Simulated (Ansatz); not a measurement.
Partial pair distribution functions of a relaxed model of amorphous Ga24O37Sr, broadened by 0.06 Å; density 5.00 g/cm³. Level of theory: PBE, scalar-relativistic without spin-orbit coupling (plane waves to 420 eV, PAW; Ansatz, a quantum-chemistry and plane-wave program).

Preparation: random packing, a CHGNet melt and quench, and a DFT relaxation. O atoms were pushed apart under 1.9 Å during the dynamics, to hinder bonds among them. The hot cell started wider than the set density and was brought back towards it in steps. It is the lowest in DFT energy of 2 quenches. It is a model cell: composition and starting density were chosen by hand, and all elements were melted together. No dispersion term was used. Its density started from a set value of 5.01 and ended at 5.00 g/cm³. Cooling (nominally 280 K/ps over its main leg) ran many orders faster than in experiment, which tends to leave more defects and strain. One small periodic cell is one sample of the glass; other quenches scatter about these values. Volume and shape were free in the relaxation.

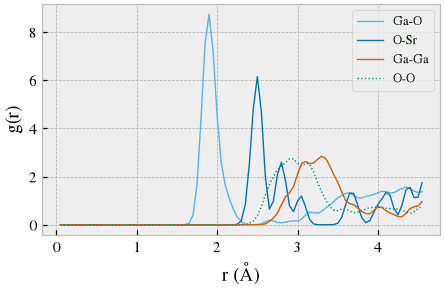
Figure. Partial pair distribution functions

Highest peaks under 4.5 Å: Ga-O near 1.90 Å, O-Sr near 2.50 Å, Ga-Ga near 3.30 Å, O-O near 2.90 Å; pairs of few atoms are noisy.

Within 2.38 Å each Ga has 4.54 O neighbours on average.
